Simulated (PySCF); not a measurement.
# Si2H5ClO (SMILES O[SiH]([SiH3])Cl) at BLYP/cc-pVDZ

What is the energy change on altering one bond length of Si2H5ClO at BLYP/cc-pVDZ? The job is set up through a Python script.

The calculation is run with PySCF 2.14.0.

2 further runs of the same task are left out: 2 set aside as unsound or not needed.

## Step 1: The system as given

Si2H5ClO has 9 atoms, charge 0, and is taken as a singlet. SMILES: `O[SiH]([SiH3])Cl`. Geometry: relaxed at PBE0-D4/def2-TZVP. This is one conformer, not always the lowest.

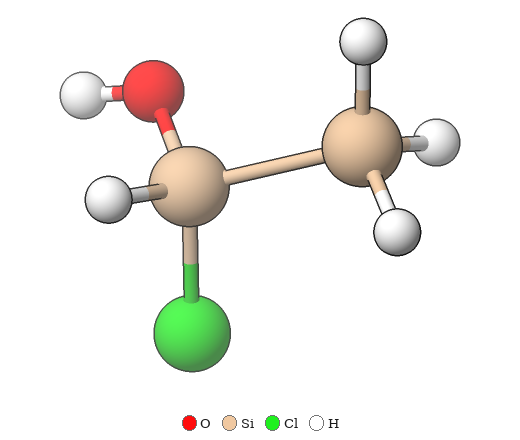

The structure, seen from a chosen angle (oxygen red, silicon light orange, chlorine green, hydrogen white).

## Step 2: A single-point energy at BLYP/cc-pVDZ

Contents of geometry.xyz:

```xyz
9

O      0.516900     0.942100    -1.606400
Si    -0.265600     0.799800    -0.173200
Si     0.351900    -1.250200     0.759300
Cl    -2.313400     0.805800    -0.459000
H      0.374000     1.735000    -2.126800
H     -0.002900     1.975800     0.697100
H      1.819900    -1.291800     0.992500
H     -0.039700    -2.350400    -0.158700
H     -0.352700    -1.412300     2.058200
```

Contents of run.py:

```python
from pyscf import gto, dft

molecule = gto.Mole()
molecule.atom = 'geometry.xyz'
molecule.verbose = 3
molecule.max_memory = 1860
molecule.basis = 'cc-pvdz'
molecule.build()

ks = dft.RKS(molecule)
ks.xc = 'blyp'
ks.grids.level = 5
ks.conv_tol = 1e-10
ks.kernel()
if not ks.converged:
    ks = ks.newton().run(ks.mo_coeff, ks.mo_occ)

energy = ks.e_tot
print('E = %.10f Eh' % energy)
```

Launch:

```console
$ OMP_NUM_THREADS=1 python run.py
```

The program printed:

```text
converged SCF energy = -1117.4506843465
E = -1117.4506843465 Eh
```

Wall time 15 s (1 thread of Intel Xeon 6975P-C (Granite Rapids), shared host); peak memory 0.48 GiB.

## Step 3: The distorted shape, same level

Contents of input.py:

```python
from pyscf import gto, dft

mol = gto.M(
    atom=[
    ('O', (0.728263, 0.990726, -1.996039)),
    ('Si', (-0.054237, 0.848426, -0.562839)),
    ('Si', (0.563263, -1.201574, 0.369661)),
    ('Cl', (-2.102037, 0.854426, -0.848639)),
    ('H', (0.585363, 1.783626, -2.516439)),
    ('H', (0.208463, 2.024426, 0.307461)),
    ('H', (2.031263, -1.243174, 0.602861)),
    ('H', (0.171663, -2.301774, -0.548339)),
    ('H', (-0.352700, -1.412300, 2.058200)),
],
    max_memory=1860,
    spin=0,
    basis='cc-pvdz',
    verbose=4,
)

myscf = dft.RKS(mol, xc='blyp')
myscf.grids.level = 5
myscf.conv_tol = 1e-10
myscf.kernel()
if not myscf.converged:
    myscf = myscf.newton().run(myscf.mo_coeff, myscf.mo_occ)

energy = myscf.e_tot
print('Final energy', energy)
```

Launch:

```console
$ OMP_NUM_THREADS=1 python input.py
```

The program printed:

```text
PySCF version 2.14.0

[INPUT] num. atoms = 9
[INPUT] num. electrons = 58
[INPUT] charge = 0
[INPUT] spin (= nelec alpha-beta = 2S) = 0
[INPUT] symmetry False subgroup None
[INPUT] Mole.unit = angstrom
[INPUT] Symbol           X                Y                Z      unit          X                Y                Z       unit  Magmom
[INPUT]  1 O      0.728263000000   0.990726000000  -1.996039000000 AA    1.376217616654   1.872200804486  -3.771967043951 Bohr   0.0
[INPUT]  2 Si    -0.054237000000   0.848426000000  -0.562839000000 AA   -0.102493075818   1.603292776960  -1.063611562224 Bohr   0.0
[INPUT]  3 Si     0.563263000000  -1.201574000000   0.369661000000 AA    1.064412806101  -2.270645778398   0.698558048933 Bohr   0.0
[INPUT]  4 Cl    -2.102037000000   0.854426000000  -0.848639000000 AA   -3.972274233702   1.614631133708  -1.603695288625 Bohr   0.0
[INPUT]  5 H      0.585363000000   1.783626000000  -2.516439000000 AA    1.106175753454   3.370564648653  -4.755380519174 Bohr   0.0
[INPUT]  6 H      0.208463000000   2.024426000000   0.307461000000 AA    0.393937977105   3.825610699449   0.581017083985 Bohr   0.0
[INPUT]  7 H      2.031263000000  -1.243174000000   0.602861000000 AA    3.838530756962  -2.349258385180   1.139242181181 Bohr   0.0
[INPUT]  8 H      0.171663000000  -2.301774000000  -0.548339000000 AA    0.324396055721  -4.349722460645  -1.036210533418 Bohr   0.0
[INPUT]  9 H     -0.352700000000  -1.412300000000   2.058200000000 AA   -0.666506404134  -2.668860205723   3.889434309580 Bohr   0.0

nuclear repulsion = 274.521304103015
number of shells = 35
number of NR pGTOs = 184
number of NR cGTOs = 93
basis = cc-pvdz
ecp = {}

******** <class 'pyscf.dft.rks.RKS'> ********
method = RKS
initial guess = minao
damping factor = 0
level_shift factor = 0
DIIS = <class 'pyscf.scf.diis.CDIIS'>
diis_start_cycle = 1
diis_space = 8
diis_damp = 0
SCF conv_tol = 1e-10
SCF conv_tol_grad = None
SCF max_cycles = 50
direct_scf = True
direct_scf_tol = 1e-13
XC library pyscf.dft.libxc version 7.0.0
    S. Lehtola, C. Steigemann, M. J.T. Oliveira, and M. A.L. Marques.,  SoftwareX 7, 1–5 (2018)
XC functionals = blyp
    A. D. Becke.,  Phys. Rev. A 38, 3098 (1988)
    C. Lee, W. Yang, and R. G. Parr.,  Phys. Rev. B 37, 785 (1988)
    B. Miehlich, A. Savin, H. Stoll, and H. Preuss.,  Chem. Phys. Lett. 157, 200 (1989)
radial grids:
    Treutler-Ahlrichs [JCP 102, 346 (1995); DOI:10.1063/1.469408] (M4) radial grids

becke partition: Becke, JCP 88, 2547 (1988); DOI:10.1063/1.454033
pruning grids: <function nwchem_prune>
grids dens level: 5
symmetrized grids: False
atomic radii adjust function: <function treutler_atomic_radii_adjust>
small_rho_cutoff = 0
Set gradient conv threshold to 1e-05
Initial guess from minao.
tot grids = 290832
init E= -1117.52632310916
  HOMO = -0.278550550152504  LUMO = -0.0768086698799868  gap/eV = 5.48968
cycle= 1 E= -1117.27232663357  delta_E= 0.254  |g|= 0.867  |ddm|= 2.39
  HOMO = -0.114114358635122  LUMO = -0.0526399871437695  gap/eV = 1.67280
cycle= 2 E= -1116.48808181435  delta_E= 0.784  |g|= 2.09  |ddm|= 2.76
  HOMO = -0.227966334847026  LUMO = -0.0529888466715249  gap/eV = 4.76138
cycle= 3 E= -1117.40661959919  delta_E= -0.919  |g|= 0.199  |ddm|= 2.36
  HOMO = -0.247239408415486  LUMO = -0.0524870794116001  gap/eV = 5.29948
cycle= 4 E= -1117.41521598927  delta_E= -0.0086  |g|= 0.117  |ddm|= 0.37
  HOMO = -0.248783105355661  LUMO = -0.0563016311927234  gap/eV = 5.23769
cycle= 5 E= -1117.41919078795  delta_E= -0.00397  |g|= 0.0276  |ddm|= 0.147
  HOMO = -0.246002570905157  LUMO = -0.0545994581608982  gap/eV = 5.20834
cycle= 6 E= -1117.41944970951  delta_E= -0.000259  |g|= 0.00675  |ddm|= 0.0364
  HOMO = -0.246496916838361  LUMO = -0.0546814260757622  gap/eV = 5.21957
cycle= 7 E= -1117.41946639694  delta_E= -1.67e-05  |g|= 0.00147  |ddm|= 0.0102
  HOMO = -0.246395769581096  LUMO = -0.0546949000572434  gap/eV = 5.21645
cycle= 8 E= -1117.41946718987  delta_E= -7.93e-07  |g|= 0.000477  |ddm|= 0.00243
  HOMO = -0.246405309786073  LUMO = -0.0546989179750392  gap/eV = 5.21660
cycle= 9 E= -1117.41946729266  delta_E= -1.03e-07  |g|= 8.14e-05  |ddm|= 0.000687
  HOMO = -0.246413090469429  LUMO = -0.0547023525617334  gap/eV = 5.21671
cycle= 10 E= -1117.41946729459  delta_E= -1.93e-09  |g|= 3.69e-05  |ddm|= 0.000149
  HOMO = -0.246412147044999  LUMO = -0.0547015965619435  gap/eV = 5.21671
cycle= 11 E= -1117.41946729515  delta_E= -5.65e-10  |g|= 7.9e-06  |ddm|= 5.53e-05
  HOMO = -0.246411649653917  LUMO = -0.0547012084797305  gap/eV = 5.21671
cycle= 12 E= -1117.41946729517  delta_E= -2e-11  |g|= 1.03e-06  |ddm|= 9.99e-06
  HOMO = -0.246411668365428  LUMO = -0.0547012971330614  gap/eV = 5.21670
Extra cycle  E= -1117.41946729517  delta_E= -9.09e-13  |g|= 1.05e-06  |ddm|= 2.24e-06
converged SCF energy = -1117.41946729517
Final energy -1117.419467295174
```

Run time: 17 s. Hardware: 1 thread of Intel Xeon 6975P-C (Granite Rapids), shared host; peak memory 0.48 GiB.

## Step 4: What came out

At BLYP/cc-pVDZ:

| quantity | value |
| --- | --- |
| first shape: total energy | -1117.45068 Eh |
| first shape: dipole moment | 1.40 D |
| first shape: HOMO energy | -6.63 eV |
| first shape: LUMO energy | -0.62 eV |
| first shape: HOMO–LUMO gap | 6.00 eV |
| distorted shape: total energy | -1117.41947 Eh |
| distorted shape: dipole moment | 1.84 D |
| distorted shape: HOMO energy | -6.71 eV |
| distorted shape: LUMO energy | -1.49 eV |
| distorted shape: HOMO–LUMO gap | 5.22 eV |
| energy change with the Si3–H9 bond stretched from 1.487 to 1.933 Å | 0.849 eV |

**Reading.** With the Si3–H9 bond stretched from 1.487 to 1.933 Å the energy rises by 0.85 eV (19.6 kcal/mol). The first shape isn't relaxed at this level, so the change isn't measured from a minimum. Mulliken charges (distorted shape) run from -0.26 on O1 to +0.43 on Si2; they depend strongly on the basis.
